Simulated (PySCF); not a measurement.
**[NH3]+ (SMILES [NH3+]) at U-r2SCAN/SBKJC (core potential)**

Aim: the energy change on altering one bond length of [NH3]+ at U-r2SCAN/SBKJC (core potential), from 2 runs. 

The calculation is run with PySCF 2.14.0.

12 further runs of the same task are left out: 1 that didn't finish, 11 set aside as unsound or not needed.

### Step 1. The molecule

[NH3]+ has 4 atoms, charge +1, and is taken as a doublet. SMILES: `[NH3+]`. The coordinates come from a GFN2-xTB relaxation.

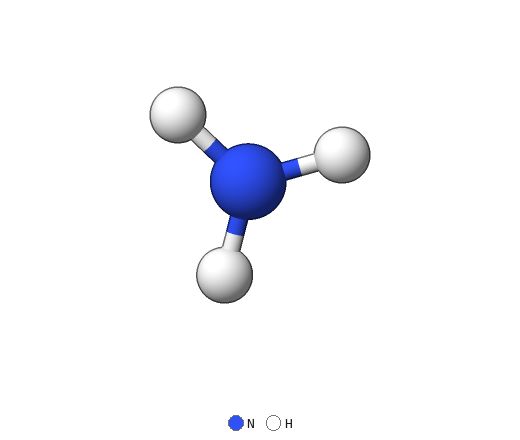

The structure, seen from a chosen angle (nitrogen blue, hydrogen white).

### Step 2. The energy at U-r2SCAN/SBKJC (core potential)

job.py

```python
from pyscf import gto, dft

system = gto.M(
    atom='N 0.000140 -0.000820 -0.000330; H 0.510700 -0.238750 0.859300; H -0.995460 -0.239520 -0.089810; H 0.484620 0.479080 -0.769160',
    charge=1,
    max_memory=1860,
    spin=1,
    ecp={'N': 'sbkjc'},
    basis='sbkjc',
    verbose=4,
)

mf = dft.UKS(system, xc='r2scan')
mf.grids.level = 5
mf.conv_tol = 1e-10
mf.kernel()
if not mf.converged:
    mf = mf.newton().run(mf.mo_coeff, mf.mo_occ)

e_tot = mf.e_tot
print('E = %.10f Eh' % e_tot)
```

Run with:

```
$ OMP_NUM_THREADS=1 python job.py
```

Output:

```text
PySCF version 2.14.0

[INPUT] num. atoms = 4
[INPUT] num. electrons = 7
[INPUT] charge = 1
[INPUT] spin (= nelec alpha-beta = 2S) = 1
[INPUT] symmetry False subgroup None
[INPUT] Mole.unit = angstrom
[INPUT] Symbol           X                Y                Z      unit          X                Y                Z       unit  Magmom
[INPUT]  1 N      0.000140000000  -0.000820000000  -0.000330000000 AA    0.000264561657  -0.001549575422  -0.000623609621 Bohr   0.0
[INPUT]  2 H      0.510700000000  -0.238750000000   0.859300000000 AA    0.965083131815  -0.451172112240   1.623841658839 Bohr   0.0
[INPUT]  3 H     -0.995460000000  -0.239520000000  -0.089810000000 AA   -1.881146767960  -0.452627201356  -0.169716303247 Bohr   0.0
[INPUT]  4 H      0.484620000000   0.479080000000  -0.769160000000 AA    0.915799074487   0.905329991757  -1.453501745970 Bohr   0.0

nuclear repulsion = 8.61547113591392
number of shells = 10
number of NR pGTOs = 25
number of NR cGTOs = 14
basis = sbkjc
ecp = {'N': 'sbkjc'}

******** <class 'pyscf.dft.uks.UKS'> ********
method = UKS
initial guess = minao
damping factor = 0
level_shift factor = 0
DIIS = <class 'pyscf.scf.diis.CDIIS'>
diis_start_cycle = 1
diis_space = 8
diis_damp = 0
SCF conv_tol = 1e-10
SCF conv_tol_grad = None
SCF max_cycles = 50
direct_scf = True
direct_scf_tol = 1e-13
number electrons alpha = 4  beta = 3
XC library pyscf.dft.libxc version 7.0.0
    S. Lehtola, C. Steigemann, M. J.T. Oliveira, and M. A.L. Marques.,  SoftwareX 7, 1–5 (2018)
XC functionals = r2scan
    J. W. Furness, A. D. Kaplan, J. Ning, J. P. Perdew, and J. Sun.,  J. Phys. Chem. Lett. 11, 8208-8215 (2020)
    J. W. Furness, A. D. Kaplan, J. Ning, J. P. Perdew, and J. Sun.,  J. Phys. Chem. Lett. 11, 9248-9248 (2020)
    J. W. Furness, A. D. Kaplan, J. Ning, J. P. Perdew, and J. Sun.,  J. Phys. Chem. Lett. 11, 8208-8215 (2020)
    J. W. Furness, A. D. Kaplan, J. Ning, J. P. Perdew, and J. Sun.,  J. Phys. Chem. Lett. 11, 9248-9248 (2020)
radial grids:
    Treutler-Ahlrichs [JCP 102, 346 (1995); DOI:10.1063/1.469408] (M4) radial grids

becke partition: Becke, JCP 88, 2547 (1988); DOI:10.1063/1.454033
pruning grids: <function nwchem_prune>
grids dens level: 5
symmetrized grids: False
atomic radii adjust function: <function treutler_atomic_radii_adjust>
small_rho_cutoff = 0
Set gradient conv threshold to 1e-05
tot grids = 112736
init E= -10.7735155384872
[... the frontier-level lines of each cycle are left out ...]


cycle= 1 E= -10.9479546680869  delta_E= -0.174  |g|= 0.806  |ddm|= 1.63
cycle= 2 E= -11.0001435869118  delta_E= -0.0522  |g|= 0.764  |ddm|= 1.32
cycle= 3 E= -11.3134753500063  delta_E= -0.313  |g|= 0.0247  |ddm|= 0.637
cycle= 4 E= -11.3139292603477  delta_E= -0.000454  |g|= 0.00392  |ddm|= 0.032
cycle= 5 E= -11.3139532169026  delta_E= -2.4e-05  |g|= 0.000745  |ddm|= 0.00921
cycle= 6 E= -11.3139539858261  delta_E= -7.69e-07  |g|= 6.71e-05  |ddm|= 0.00167
cycle= 7 E= -11.3139539898501  delta_E= -4.02e-09  |g|= 3.55e-06  |ddm|= 0.000122
cycle= 8 E= -11.3139539898614  delta_E= -1.13e-11  |g|= 6.07e-07  |ddm|= 8.15e-06
Extra cycle  E= -11.3139539898616  delta_E= -1.39e-13  |g|= 5.12e-07  |ddm|= 1.19e-06
converged SCF energy = -11.3139539898616  <S^2> = 0.75418702  2S+1 = 2.0041826
E = -11.3139539899 Eh
```

Wall time 4.2 s (1 thread of Intel Xeon Platinum 8259CL at 2.50GHz (Skylake/Cascade Lake), shared host); peak memory 0.18 GiB.

### Step 3. The distorted shape, same level

job.py

```python
from pyscf import gto, dft

molecule = gto.Mole()
molecule.atom = [
    ('N', (0.796628, 0.190142, 0.071255)),
    ('H', (1.307188, -0.047788, 0.930885)),
    ('H', (-0.995460, -0.239520, -0.089810)),
    ('H', (1.281108, 0.670042, -0.697575)),
]
molecule.max_memory = 1860
molecule.verbose = 3
molecule.spin = 1
molecule.charge = 1
molecule.ecp = {'N': 'sbkjc'}
molecule.basis = 'sbkjc'
molecule.build()

mf = dft.UKS(molecule)
mf.xc = 'r2scan'
mf.grids.level = 5
mf.conv_tol = 1e-10
mf.kernel()
if not mf.converged:
    mf = mf.newton().run(mf.mo_coeff, mf.mo_occ)

e_tot = mf.e_tot
print('E(%s) = %.9f' % ('R2SCAN', e_tot))
```

Run with:

```
$ OMP_NUM_THREADS=1 python job.py
```

Output:

```text
WARN: HOMO -0.0503161620705529 >= LUMO -0.0503161620705528

converged SCF energy = -11.183653522946  <S^2> = 0.89786117  2S+1 = 2.1427657
E(R2SCAN) = -11.183653523
```

Wall time 6 s (1 thread of Intel Xeon Platinum 8259CL at 2.50GHz (Skylake/Cascade Lake), shared host); peak memory 0.18 GiB.

### Step 4. Results

Level: U-r2SCAN/SBKJC (core potential).

```
                                                         quantity         value
                                        first shape: total energy  -11.31395 Eh
                  first shape: HOMO energy (highest over α and β)     -18.62 eV
                   first shape: LUMO energy (lowest over α and β)     -13.14 eV
                                                first shape: ⟨S²⟩         0.754
                                    distorted shape: total energy  -11.18365 Eh
              distorted shape: HOMO energy (highest over α and β)     -17.36 eV
               distorted shape: LUMO energy (lowest over α and β)     -12.44 eV
                                            distorted shape: ⟨S²⟩         0.898
energy change with the N1–H3 bond stretched from 1.028 to 1.850 Å      3.546 eV
```

What this shows: With the N1–H3 bond stretched from 1.028 to 1.850 Å the energy rises by 3.55 eV (82 kcal/mol). The first shape isn't relaxed at this level, so the change isn't measured from a minimum. Mulliken charges (first shape) run from -0.35 on N1 to +0.45 on H2; they depend strongly on the basis. ⟨S²⟩ (distorted shape) is 0.90 where a pure doublet has 0.75: the reference is spin-contaminated.
